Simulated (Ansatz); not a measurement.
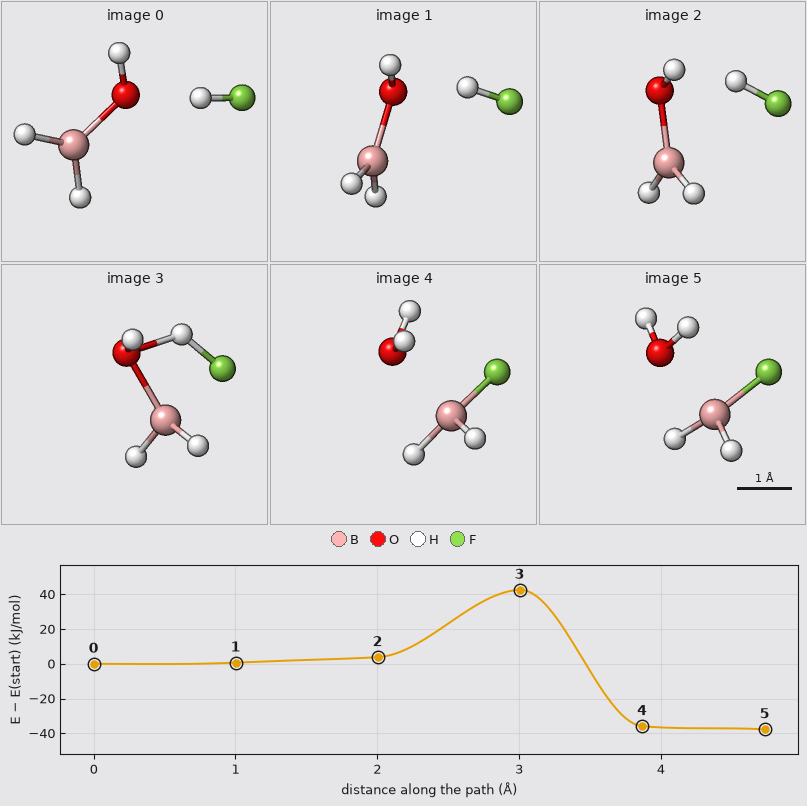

A search for the minimum-energy path of BH$_{4}$OF by the nudged elastic band. Images are numbered from 0 (start) to 5 (end). The picture is a ball-and-stick view, seen at a tilt.

Computed with RKS PBE0-D4/def2-SVP (Ansatz 0.2.0). Set-up: 4 movable images; climbing image.

Describe the mechanism and the energy profile.

Breaking: F–H (0.94 → 2.57 Å). Forming: B–F (3.66 → 1.38 Å), H–O (1.72 → 0.97 Å). Forward barrier 42.5 kJ/mol, backward barrier 80.3 kJ/mol, with image 3 at the top; the reaction energy is −37.7 kJ/mol. The band converged in 16 iterations. The largest component of the band force went from 5.5 to 0.039 eV/Å. The climbing image converged on the top of the path. Its curvatures weren't checked. The largest force component is 0.32 eV/Å at the start and 0.26 eV/Å at the end; an end with forces this large is no minimum, and the barrier measured from it can be far off.
